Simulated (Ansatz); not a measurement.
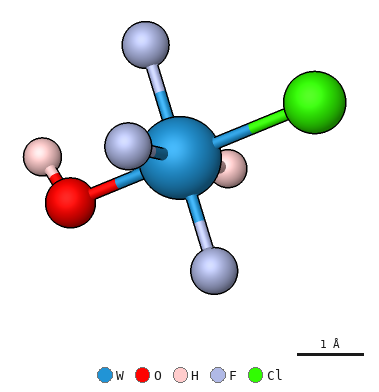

WH$_{2}$OClF$_{3}$, before the relaxation. The picture is a ball-and-stick view, seen at a tilt.

The run prepares the start of a later molecular dynamics calculation, from a guessed geometry.

Computed with RKS r2SCAN/def2-SVP (Ansatz).

Input
```yaml
crystal:
  periodic: [false, false, false]
  atoms:
    - { symbol: W, position_ang: [0.0, 0.0, 0.0] }
    - { symbol: O, position_ang: [0.0, 0.0, 1.94] }
    - { symbol: H, position_ang: [-0.9095, -0.2814, 2.2771] }
    - { symbol: F, position_ang: [1.85, 0.0, 0.0] }
    - { symbol: F, position_ang: [0.0, 1.85, 0.0] }
    - { symbol: F, position_ang: [-1.85, 0.0, 0.0] }
    - { symbol: H, position_ang: [0.0, -1.72, 0.0] }
    - { symbol: Cl, position_ang: [0.0, 0.0, -2.39] }
basis:
  gaussian: { orbitals: def2-SVP }
hamiltonian:
  xc: r2scan
relax:
  f_tol: 0.02
  max_steps: 40
```

Run as
```bash
ansatz run input.yaml --threads 4 --pin off --max-ram 5120MiB --backend cpu --events-out ev --progress --plain --runs-dir out
```

**Predict the outcome.**

Over 24 accepted moves (29 points after the start) the energy falls by 0.781 eV. Largest force component: 2 eV/Å at the start, 0.011 eV/Å at the end. The line search rejected the trial steps at points 10, 15, 20, 24, 26 of the run. The atom that moves furthest after the best rigid fit is Cl8 (0.91 Å). Largest moves by element: Cl 0.91 Å, H 0.90 Å, F 0.83 Å, O 0.62 Å, W 0.19 Å. Some distances before and after: W1–Cl8 2.390 → 2.311 Å, W1–O2 1.940 → 1.887 Å, O2–H3 1.010 → 0.971 Å, W1–H7 1.720 → 1.684 Å. Bond angles that change, for instance: F5–W1–H7 180.0° → 130.9°, O2–W1–Cl8 180.0° → 131.7°, O2–W1–F5 90.0° → 137.9°. The run took 120 s on 4 threads of Arm Neoverse V1, with other jobs on the host, peak memory 0.21 GiB.

History of the run:

| step | E − E(0), eV | largest force component, eV/Å | note |
| --- | --- | --- | --- |
| 0 | 0.0000 | 1.9699 |  |
| 1 | -0.4025 | 1.0639 |  |
| 2 | -0.4985 | 0.8065 |  |
| 3 | -0.5621 | 1.1504 |  |
| 4 | -0.5627 | 1.3527 |  |
| 5 | -0.6223 | 0.1922 |  |
| 6 | -0.6253 | 0.1202 |  |
| 7 | -0.6300 | 0.0607 |  |
| 8 | -0.6319 | 0.0960 |  |
| 9 | -0.6360 | 0.1141 |  |
| 10 | -0.6338 | 0.5312 | rejected |
| 11 | -0.6402 | 0.0957 |  |
| 12 | -0.6476 | 0.3955 |  |
| 13 | -0.6562 | 0.6861 |  |
| 14 | -0.6617 | 0.6910 |  |
| 15 | -0.6565 | 0.3165 | rejected |
| 16 | -0.6772 | 0.3702 |  |
| 17 | -0.6890 | 0.1633 |  |
| 18 | -0.7025 | 0.3409 |  |
| 19 | -0.7135 | 0.2042 |  |
| 20 | -0.6431 | 2.3025 | rejected |
| 21 | -0.7347 | 0.2646 |  |
| 22 | -0.7455 | 0.9628 |  |
| 23 | -0.7741 | 0.2408 |  |
| 24 | -0.7488 | 0.3762 | rejected |
| 25 | -0.7796 | 0.1050 |  |
| 26 | -0.7795 | 0.0687 | rejected |
| 27 | -0.7806 | 0.0476 |  |
| 28 | -0.7808 | 0.0499 |  |
| 29 | -0.7809 | 0.0110 |  |

The structure at the end:

```xyz
8

W    -0.0182    0.1894    0.0101
O     0.1789   -0.5551    1.7330
H    -0.6206   -0.8129    2.2197
F     1.7894    0.5317    0.3057
F    -0.3563    1.8661   -0.7478
F    -1.7712    0.4912    0.6220
H    -0.7551   -1.3035   -0.2411
Cl    0.6435   -0.5583   -2.0744
```

The end point in the same view:

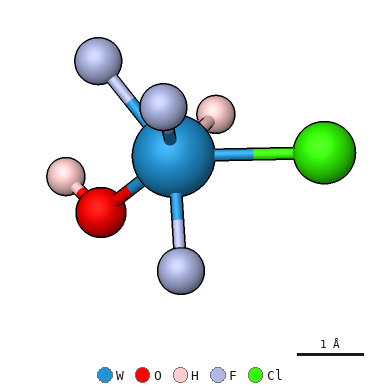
